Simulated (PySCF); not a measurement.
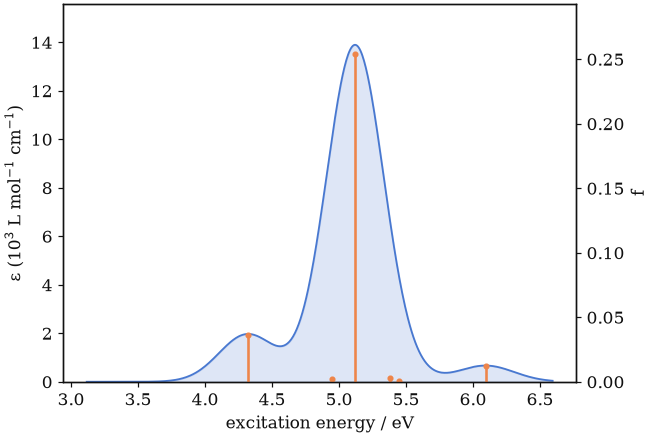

Vertical TDDFT excitations, PBE0/def2-SVPD with PySCF, at a GFN2-xTB geometry (no frequency check), gas phase. Only the first 6 singlet excitations are included; each is broadened by a Gaussian of 1/e half-width 0.30 eV. Sticks give oscillator strengths (right axis).

**Whose absorption spectrum is this?**
A. C₅H₇NSSi, SMILES [SiH3]Sc1ccccn1
B. C₅H₉F, SMILES CC(C)=C(C)F
C. C₅H₆FN, SMILES C=C(CF)CC#N
D. C₂H₉B₂P, SMILES BPBCC

A. Its lowest singlet lies at 4.32 eV (f = 0.036) and the brightest of those computed is S3 at 5.12 eV (242 nm), f = 0.254, mainly HOMO → LUMO+1 (94 %).

Known limits of this run: the tight-binding geometry is rougher than a DFT one and adds to the error; one conformer of a flexible molecule; core orbitals are frozen in the response.
